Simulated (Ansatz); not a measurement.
Breaking the C2–H3 bond in CH5NSi (SMILES C[Si]N) (multiplicity 1 held, fragments rigid). Energies count from the point at 1.093 Å.
Geometry at that point (charge 0, multiplicity 1):
```json
[
 {"atom": "Si", "x (Å)": "-0.2770", "y (Å)": "-0.0299", "z (Å)": "0.6534"},
 {"atom": "C", "x (Å)": "0.5814", "y (Å)": "1.3396", "z (Å)": "-0.3708"},
 {"atom": "H", "x (Å)": "0.1332", "y (Å)": "2.3155", "z (Å)": "-0.1673"},
 {"atom": "H", "x (Å)": "0.5786", "y (Å)": "1.1721", "z (Å)": "-1.4515"},
 {"atom": "H", "x (Å)": "1.6258", "y (Å)": "1.4080", "z (Å)": "-0.0421"},
 {"atom": "N", "x (Å)": "-0.2193", "y (Å)": "-1.2951", "z (Å)": "-0.5031"},
 {"atom": "H", "x (Å)": "0.1577", "y (Å)": "-1.2308", "z (Å)": "-1.4393"},
 {"atom": "H", "x (Å)": "-0.5711", "y (Å)": "-2.2185", "z (Å)": "-0.3004"}
]
```

R- and RO- levels are restricted; in cc, def2 and unpolarised 6-31G sets they are followed outwards from rest. Unrestricted levels (U-) break spin symmetry where that is lower. Active spaces are followed from a long bond inwards. Levels need not reach the same state.

Frozen-core correlation.

Codes used: Ansatz (Gaussian basis) for Hartree–Fock, density functionals and correlated methods. Values without a source in brackets are computed.

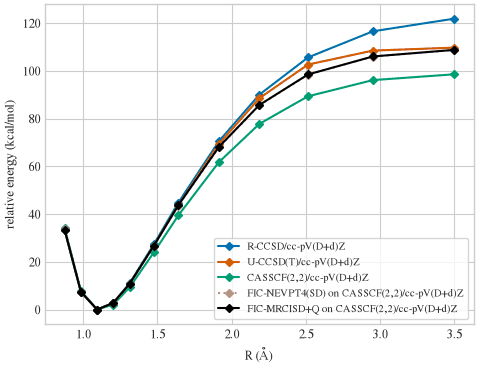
Fig. 1. Relative energy along the coordinate

Doubts at one or more of the structures used: a restricted determinant that unrestricted orbitals would lower (R-CCSD/cc-pV(D+d)Z); other coupled-cluster roots lie near (R-CCSD/cc-pV(D+d)Z); T1 above 0.05 (R-CCSD/cc-pV(D+d)Z, U-CCSD(T)/cc-pV(D+d)Z); a spin-contaminated determinant (U-CCSD(T)/cc-pV(D+d)Z).

Ansatz is a quantum-chemistry and plane-wave program.
